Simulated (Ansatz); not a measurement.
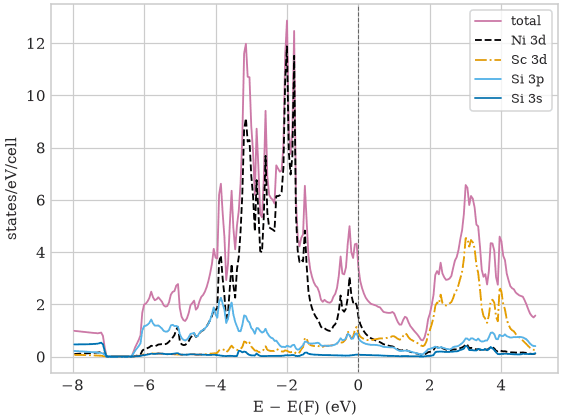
Total and projected density of states of ScSi2Ni2 in space group I4/mmm (No. 139; Sc on 2a, Ni on 4d, Si on 4e), DFT-r²SCAN in the program Ansatz with PAW potentials

Question: Which orbitals carry the states next to the Fermi level?

Answer: Within 0.5 eV of the Fermi level: Ni 3d 48 %, Sc 3d 24 %, Si 3p 20 %. Projections are on Löwdin-orthogonalised atomic valence shells; empty p or d shells of many metals are not among them.

Question: Where is the tallest occupied peak in this window, and what makes it?

Answer: Near -2.0 eV, about 13 states/eV per cell; the largest projected share is Ni 3d.

The workflow started from an entry of the Crystallography Open Database (COD). Whether it is the stable phase at ambient conditions was not checked. The r²SCAN relaxation kept the symmetry of its start; whether a distortion lowers the energy is not shown. The workflow began spin-polarised and lost its moments.

Potentials: the later of the program's two PAW sets.
